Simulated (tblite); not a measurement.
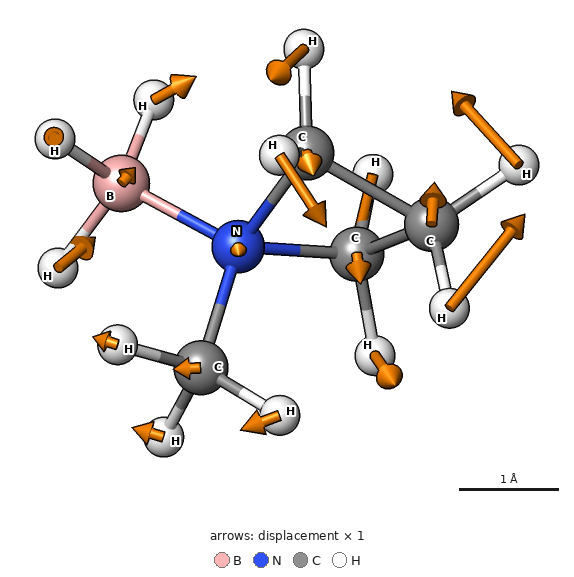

A relaxation of C4H12BN. The starting structure is drawn; orange arrows show the displacements, at their true length. The two geometries are superimposed by the best rigid fit.

Style: ball-and-stick. Shown at a tilt.

Method: tblite, GFN2-xTB geometry optimisation, gas phase. 

Which element moves most?

Hydrogen: up to 1.34 Å, against 0.54 Å for carbon.

What did the optimiser do to the structure, and how much energy did it gain?

The largest move after the best rigid fit is that of an H atom, 1.34 Å. By element the largest moves are H 1.34 Å, C 0.54 Å, B 0.25 Å, N 0.16 Å. Among the contacts that change: B–N 1.500 → 1.637 Å, C–H 1.123 → 1.087 Å, C–N 1.447 → 1.478 Å, C–C 1.500 → 1.530 Å. Bond angles that change, for instance: C–C–H 108.8° → 116.9°, H–B–H 107.0° → 113.0°, H–C–H 116.0° → 110.0°. Groups turn about C–N by about 45°, C–N by about 45°, C–C by about 40°. The energy falls by 0.805 eV in 101 geometry steps.
